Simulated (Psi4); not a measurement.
# InN2H5 (SMILES [NH2][InH][NH2]) at PBE/def2-SVP (core potential)

Aim: the vertical singlet–triplet gap of InN2H5 at PBE/def2-SVP (core potential), from 2 runs. 

Program for the calculation: Psi4 1.11.

### 1 The system as given

InN2H5: 8 atoms, total charge 0, spin state singlet. As SMILES, `[NH2][InH][NH2]`. The shape is that of a PBE0-D4/def2-TZVP optimisation.

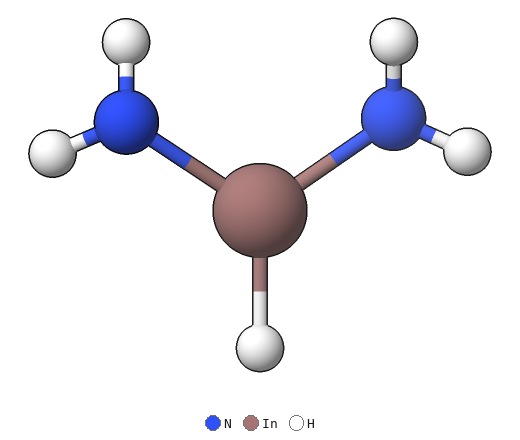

Viewed from a chosen angle; nitrogen blue, indium brown, hydrogen white.

### 2 Energy and gradient at PBE/def2-SVP (core potential)

Input file h5inn2.xyz:

```xyz
8
H5InN2
N     -0.969700     0.858000    -1.127000
In     0.248000     0.564800     0.455500
N      0.742700    -1.375200     0.709600
H     -1.482100     0.076800    -1.506600
H     -1.538200     1.689200    -1.171800
H      0.799000     1.819200     1.467500
H      1.570900    -1.614700     1.231800
H      0.629500    -2.018100    -0.059000
```

Input file h5inn2.py:

```python
import psi4

psi4.set_memory('1600 MB')
psi4.set_num_threads(1)
psi4.core.set_output_file('psi4.out', False)

with open('h5inn2.xyz') as f:
    atoms = ''.join(f.readlines()[2:])
m = psi4.geometry('0 1\n' + atoms + 'symmetry c1\nno_reorient\nno_com')

psi4.set_options({
    'basis': 'def2-SVP',
    'puream': True,
    'e_convergence': 1e-09,
    'd_convergence': 1e-08,
    'scf_type': 'pk',
    'dft_radial_points': 99,
    'dft_spherical_points': 590,
})

e, wfn = psi4.gradient('pbe', return_wfn=True)
psi4.oeprop(wfn, 'LOWDIN_CHARGES', 'QUADRUPOLE', 'WIBERG_LOWDIN_INDICES')
print('gradient / Eh bohr^-1')
print(e.np.round(6))
print(f'energy = {wfn.energy():.10f} Eh')
```

On the command line:

```
$ python h5inn2.py
```

psi4.out:

```text
[...]
    !!!  WARNING: ECP capability is in beta. Please check occupations closely.  !!!
[...]
  Running in c1 symmetry.
[...]
  Nuclear repulsion =  130.554365533382651
[...]
  Multiplicity = 1
[...]
  Nalpha       = 20
  Nbeta        = 20
[...]
    Number of basis functions: 79
[...]
   @RKS iter   1:  -301.66982644761737   -5.06995e-01   1.60707e-02 ADIIS/DIIS
[...]
   @RKS iter  12:  -302.40494414112641   -1.30171e-11   8.97649e-09 DIIS
[...]
    Orbital Energies [Eh]
    ---------------------
    Doubly Occupied:
       1A    -13.960339     2A    -13.960305     3A     -4.460770
       4A     -2.907243     5A     -2.899385     6A     -2.898443
       7A     -0.736157     8A     -0.735661     9A     -0.673381
      10A     -0.668021    11A     -0.667618    12A     -0.660163
      13A     -0.651635    14A     -0.408538    15A     -0.403400
      16A     -0.385174    17A     -0.290103    18A     -0.268885
      19A     -0.204287    20A     -0.183714
[...]
  @RKS Final Energy:  -302.40494414112641
   => Energetics <=
    Nuclear Repulsion Energy =            130.5543655333826507
    One-Electron Energy =                -747.1046369734287964
    Two-Electron Energy =                 346.4162935600393780
    DFT Exchange-Correlation Energy =     -32.2709662611196393
    Empirical Dispersion Energy =           0.0000000000000000
    VV10 Nonlocal Energy =                  0.0000000000000000
    Total Energy =                       -302.4049441411264070
[...]
  -Total Gradient:
     Atom            X                  Y                   Z
    ------   -----------------  -----------------  -----------------
       1       -0.007614061845    -0.000869370332     0.002759266853
       2       -0.002437019549    -0.005558386857    -0.004479771998
       3        0.006704295893    -0.001307493388    -0.004477185895
       4        0.006853919066     0.010377500674     0.005276675880
       5        0.007555048895    -0.011121968462     0.000681462412
       6       -0.001560014173    -0.003554994589    -0.002864869828
       7       -0.011051362785     0.003267421043    -0.007056292289
       8        0.001553362456     0.008776782213     0.010168405931
[...]
 Multipole Moments:
 ------------------------------------------------------------------------------------
     Multipole            Electronic (a.u.)      Nuclear  (a.u.)        Total (a.u.)
 ------------------------------------------------------------------------------------
 L = 1.  Multiply by 2.5417464519 to convert [e a0] to [Debye]
 Dipole X            :         -6.8780796            6.7994236           -0.0786560
 Dipole Y            :        -15.6607721           15.4821482           -0.1786239
 Dipole Z            :        -12.6265743           12.4827749           -0.1437994
 Magnitude           :                                                    0.2424284
 L = 2.  Multiply by 1.3450342976 to convert [e a0^2] to [Debye ang]
 Quadrupole XX       :        -95.4654630           70.7074813          -24.7579817
 Quadrupole XY       :         51.9409424          -53.9145269           -1.9735844
[...]
```

On the terminal:

```text
gradient / Eh bohr^-1
[[-0.007614 -0.000869  0.002759]
 [-0.002437 -0.005558 -0.00448 ]
 [ 0.006704 -0.001307 -0.004477]
 [ 0.006854  0.010378  0.005277]
 [ 0.007555 -0.011122  0.000681]
 [-0.00156  -0.003555 -0.002865]
 [-0.011051  0.003267 -0.007056]
 [ 0.001553  0.008777  0.010168]]
energy = -302.4049441411 Eh
```

Run time: 13 s. Hardware: 1 thread of AMD EPYC 9R45 (Zen 5), shared host; peak memory 1.1 GiB.

### 3 The triplet: a single-point energy at UPBE/def2-SVP (core potential)

Input file job.json:

```json
{
 "schema_name": "qcschema_input",
 "schema_version": 1,
 "molecule": {
  "schema_name": "qcschema_molecule",
  "schema_version": 2,
  "symbols": ["N", "In", "N", "H", "H", "H", "H", "H"],
  "geometry": [-1.83246742, 1.62138501, -2.12972134, 0.46865208, 1.06731732, 0.86077025, 1.40349959, -2.59875137, 1.34094966, -2.80076309, 0.14513097, -2.84706138, -2.90677672, 3.19212537, -2.21438107, 1.50989117, 3.43778977, 2.77317309, 2.96857077, -3.05134077, 2.32776464, 1.1895826, -3.81365629, -0.11149384],
  "molecular_charge": 0,
  "molecular_multiplicity": 3,
  "fix_symmetry": "c1",
  "fix_com": true,
  "fix_orientation": true
 },
 "driver": "energy",
 "model": {
  "method": "pbe",
  "basis": "def2-SVP"
 },
 "keywords": {
  "reference": "uks",
  "puream": true,
  "e_convergence": 1e-09,
  "d_convergence": 1e-08,
  "scf_type": "pk",
  "dft_radial_points": 99,
  "dft_spherical_points": 590,
  "maxiter": 100
 }
}
```

On the command line:

```
$ psi4 --qcschema job.json -n 1 --memory 1600MB
```

stdout:

```text
[...]
    !!!  WARNING: ECP capability is in beta. Please check occupations closely.  !!!
[...]
  Running in c1 symmetry.
[...]
  Nuclear repulsion =  130.554365578090710
[...]
  Multiplicity = 3
[...]
  Nalpha       = 21
  Nbeta        = 19
[...]
    Number of basis functions: 79
[...]
   @UKS iter   1:  -301.43775226095664   -2.95207e-01   1.62507e-02 DIIS/ADIIS
[...]
   @UKS iter  22:  -302.25307154734440   -3.06954e-12   3.21549e-09 DIIS
[...]
   @S^2 Observed:                2.003518243E+00
[...]
    Orbital Energies [Eh]
    ---------------------
    Alpha Occupied:
       1A    -14.030168     2A    -14.030137     3A     -4.451608
       4A     -2.893661     5A     -2.892008     6A     -2.891452
       7A     -0.796182     8A     -0.794730     9A     -0.667558
      10A     -0.660640    11A     -0.658363    12A     -0.656763
      13A     -0.655653    14A     -0.464112    15A     -0.460488
      16A     -0.413524    17A     -0.339371    18A     -0.280432
      19A     -0.278794    20A     -0.262277    21A     -0.055421
    Alpha Virtual:
      22A     -0.049504    23A     -0.001205    24A      0.040516
      25A      0.070297    26A      0.087917    27A      0.098606
[...]
  @UKS Final Energy:  -302.25307154734440
   => Energetics <=
    Nuclear Repulsion Energy =            130.5543655780907102
    One-Electron Energy =                -746.1374896285583418
    Two-Electron Energy =                 345.5221134148297324
    DFT Exchange-Correlation Energy =     -32.1920609117065197
    Empirical Dispersion Energy =           0.0000000000000000
    VV10 Nonlocal Energy =                  0.0000000000000000
    Total Energy =                       -302.2530715473444047
[...]
 Multipole Moments:
 ------------------------------------------------------------------------------------
     Multipole            Electronic (a.u.)      Nuclear  (a.u.)        Total (a.u.)
 ------------------------------------------------------------------------------------
 L = 1.  Multiply by 2.5417464519 to convert [e a0] to [Debye]
 Dipole X            :         -7.2582189            6.7994236           -0.4587953
 Dipole Y            :        -16.5281031           15.4821482           -1.0459549
 Dipole Z            :        -13.3265557           12.4827749           -0.8437808
 Magnitude           :                                                    1.4200284
[...]
```

The result, in JSON:

```text
{
 "driver": "energy",
 "model": {
  "method": "pbe",
  "basis": "def2-SVP"
 },
 "success": true,
 "return_result": -302.2530715473444,
 "properties": {
  "calcinfo_nbasis": 79,
  "calcinfo_nmo": 79,
  "calcinfo_nalpha": 21,
  "calcinfo_nbeta": 19,
  "calcinfo_natom": 8,
  "nuclear_repulsion_energy": 130.5543655780907,
  "return_energy": -302.2530715473444,
  "scf_one_electron_energy": -746.1374896285583,
  "scf_two_electron_energy": 345.52211341482973,
  "scf_xc_energy": -32.19206091170652,
  "scf_dipole_moment": [-0.458795252865853, -1.0459548796461924, -0.8437808051013427],
  "scf_total_energy": -302.2530715473444,
  "scf_iterations": 22
 }
}
```

Run time: 24 s. Hardware: 1 thread of AMD EPYC 9R45 (Zen 5), shared host; peak memory 1.1 GiB.

### 4 Results

At PBE/def2-SVP (core potential):

```
                                        quantity          value
                           singlet: total energy  -302.40494 Eh
                          singlet: dipole moment         0.62 D
                            singlet: HOMO energy       -5.00 eV
                            singlet: LUMO energy       -0.91 eV
                          singlet: HOMO–LUMO gap        4.09 eV
               singlet: largest force on an atom     0.695 eV/Å
                           triplet: total energy  -302.25307 Eh
                          triplet: dipole moment         3.61 D
     triplet: HOMO energy (highest over α and β)       -1.51 eV
                                   triplet: ⟨S²⟩          2.004
vertical energy of the triplet above the singlet       4.133 eV
```

**Reading.** At this shape the triplet lies 4.13 eV (399 kJ/mol) above the singlet. The largest force (singlet) is 0.70 eV/Å: the shape isn't a stationary point for this species at this level.
